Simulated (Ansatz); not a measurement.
# C2H5AlO2S: reading failed and doubtful runs

3 inputs were typed for C2H5AlO2S. Each is run as it stands; the log then has to tell whether the result can be used.

Computed with Ansatz 0.2.0, Gaussian basis. Level: the settings change from run to run.

### 1 The molecule

The geometry comes from an earlier relaxation with PBE0-D4 in a triple-zeta def2 set; it is a stationary point, not always the lowest conformer.

SMILES `[OH][Al]1[CH2]SC[O]1`, 11 atoms, charge 0, spin multiplicity 1.

Atoms are counted from 1 here; the program's logs count them from 0.

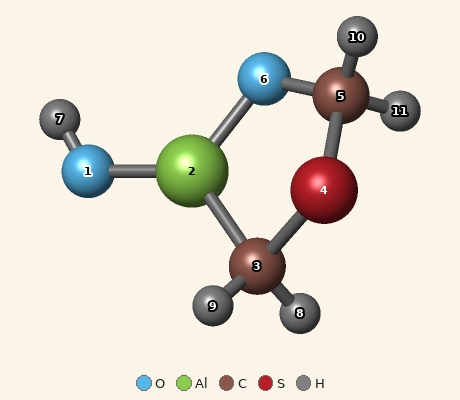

The structure; oxygen blue, aluminium green, carbon brown, sulfur red, hydrogen grey; atoms are numbered from 1 in the order of the file.

### 2 Try 1

Input file in.yaml:

```yaml
crystal:
  periodic: [false, false, false]
  atoms:
    - {symbol: O, position_ang: [0.273205, -2.678380, -0.251267]}
    - {symbol: Al, position_ang: [0.079786, -1.171522, -0.155302]}
    - {symbol: C, position_ang: [0.349175, 0.389214, -1.378507]}
    - {symbol: S, position_ang: [0.688577, 1.721551, -0.276834]}
    - {symbol: C, position_ang: [-0.430260, 1.229624, 1.030554]}
    - {symbol: O, position_ang: [-0.565342, -0.163736, 1.411198]}
    - {symbol: H, position_ang: [0.135891, -3.449632, 0.564516]}
    - {symbol: H, position_ang: [-0.338115, 0.578711, -1.986376]}
    - {symbol: H, position_ang: [1.254385, 0.153027, -1.878331]}
    - {symbol: H, position_ang: [-0.003580, 1.770802, 2.057560]}
    - {symbol: H, position_ang: [-1.527652, 1.699910, 0.847051]}
basis:
  gaussian: {orbitals: pcseg-2, final_grid: {core_spheres: 8, valence_spheres: 7, degree: 23}}
magnetization: {spin_polarized: true, initial_magnetization: 0}
hamiltonian: {xc: {name: HF}}
correlation: {method: mp2, frozen_orbitals: {O: 9}}
output: {forces: true}
```

Run with:

```sh
ansatz run in.yaml --threads 4 --pin off --events-out ev --progress --plain --max-ram 10444MiB
```

What it wrote:

```text
Functional definition: HF
  name "HF"
  cite "Fock, Z. Phys. 61, 126 (1930) doi:10.1007/BF01340294"
  parent pbe
  exchange = exact_x
  correlation = 0
Error: "frozen_orbitals" has no count for Al
```

It took 0.05 s on 4 threads of Arm Neoverse V1, shared host.

What is wrong: Refused before any calculation. Frozen orbitals are typed for one element alone, and the program wants a count for each. Its coordinates are also moved off the relaxed structure. Fix: leave frozen_orbitals out, or give every element a count that its core really has.

### 3 Try 2

Input file in.yaml:

```yaml
crystal:
  periodic: [false, false, false]
  atoms:
    - {symbol: O, position_ang: [0.303763, -2.711676, -0.114581]}
    - {symbol: Al, position_ang: [0.079211, -1.044667, -0.060586]}
    - {symbol: C, position_ang: [0.365006, 0.321928, -1.408527]}
    - {symbol: S, position_ang: [0.703505, 1.681719, -0.251060]}
    - {symbol: C, position_ang: [-0.437296, 1.191076, 1.113870]}
    - {symbol: O, position_ang: [-0.478456, -0.184751, 1.313981]}
    - {symbol: H, position_ang: [0.190136, -3.306295, 0.624387]}
    - {symbol: H, position_ang: [-0.450198, 0.555154, -2.096483]}
    - {symbol: H, position_ang: [1.274431, 0.158081, -1.987973]}
    - {symbol: H, position_ang: [-0.046052, 1.707197, 1.995375]}
    - {symbol: H, position_ang: [-1.438652, 1.575435, 0.891996]}
basis:
  gaussian: {orbitals: cc-pVDZ}
hamiltonian: {xc: {name: HF}}
correlation: {method: mp2, frozen_orbitals: {O: 9}}
output: {forces: true}
```

Launched as before.

What it wrote:

```text
Functional definition: HF
  name "HF"
  cite "Fock, Z. Phys. 61, 126 (1930) doi:10.1007/BF01340294"
  parent pbe
  exchange = exact_x
  correlation = 0
Error: "frozen_orbitals" has no count for Al
```

Run time: 0.05 s. Hardware: 4 threads of Arm Neoverse V1, shared host.

What is wrong: Refused before any calculation. Frozen orbitals are typed for one element alone, and the program wants a count for each. Cure: leave frozen_orbitals out, or give every element a count that its core really has.

### 4 Try 3

Input file in.yaml:

```yaml
crystal:
  periodic: [false, false, false]
  atoms:
    - {symbol: O, position_ang: [0.668279, -5.965687, -0.252079]}
    - {symbol: Al, position_ang: [0.174264, -2.298268, -0.133290]}
    - {symbol: C, position_ang: [0.803014, 0.708242, -3.098759]}
    - {symbol: S, position_ang: [1.547712, 3.699782, -0.552331]}
    - {symbol: C, position_ang: [-0.962050, 2.620368, 2.450514]}
    - {symbol: O, position_ang: [-1.052603, -0.406452, 2.890758]}
    - {symbol: H, position_ang: [0.418300, -7.273849, 1.373652]}
    - {symbol: H, position_ang: [-0.990435, 1.221338, -4.612262]}
    - {symbol: H, position_ang: [2.803748, 0.347779, -4.373540]}
    - {symbol: H, position_ang: [-0.101314, 3.755833, 4.389825]}
    - {symbol: H, position_ang: [-3.165035, 3.465956, 1.962392]}
basis:
  gaussian: {orbitals: aug-pcseg-2}
hamiltonian: {xc: {name: PBE0}, dispersion: d4}
output: {forces: true}
```

Same command.

What it wrote:

```text
Functional definition: PBE0
  name "PBE0"
  cite "Adamo & Barone, J. Chem. Phys. 110, 6158 (1999) doi:10.1063/1.478522"
  cite "Perdew, Burke & Ernzerhof, Phys. Rev. Lett. 77, 3865 (1996) doi:10.1103/PhysRevLett.77.3865"
  parent pbe
  parameter a = 0.25
  parameter kappa = 0.804
  parameter beta = 0.06672455060314922
  exchange = (1 - a)*pbe_x(kappa = kappa, mu = beta*pi^2/3) + a*exact_x
  correlation = pbe_c(beta = beta)
1772 factors; their error is unknown
mean field evaluation 1: about -23554.7777 eV, gradient 1.3e2 eV
mean field evaluation 2: about -22438.2335 eV, gradient 3.1e2 eV
mean field evaluation 4: about -23112.1152 eV, gradient 2.2e2 eV
mean field evaluation 8: about -23622.0733 eV, gradient 1.0e1 eV
mean field evaluation 16: about -23624.1256 eV, gradient 6.7e-2 eV
mean field evaluation 32: about -23624.1372 eV, gradient 2.3e-5 eV
mean field evaluation 64: about -23624.1326 eV, gradient 6.2e-2 eV
mean field evaluation 96: about -23615.8400 eV, gradient 3.2e1 eV
Error: SIGTERM received: run cancelled behind 106 evaluations of the mean field
```

Wall time 91 s (4 threads of Arm Neoverse V1, shared host).

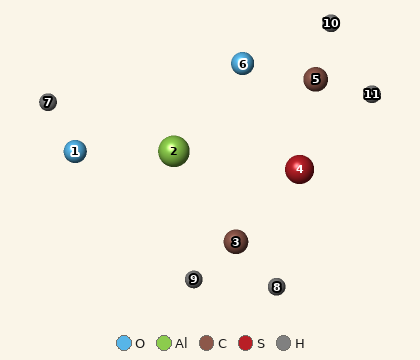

The geometry of this input.

**Diagnosis.** The run hit its time limit. The geometry is stretched to more than twice its size. The shortest distance is 2.10 Å (O1–H7), against 0.96 Å in the relaxed molecule. Fix: use the relaxed coordinates.

### 5 Summary

| try | level | ended | cause | time |
| --- | --- | --- | --- | --- |
| 1 | MP2/pcseg-2 | refused | frozen orbitals are typed for one element alone, and the program wants a count for each | 0.05 s |
| 2 | MP2/cc-pVDZ | refused | frozen orbitals are typed for one element alone, and the program wants a count for each | 0.05 s |
| 3 | PBE0/aug-pcseg-2 | timeout | the geometry is stretched to more than twice its size | 91 s |

In words: 2 refused, 1 timeout. A refusal costs next to no computing time.
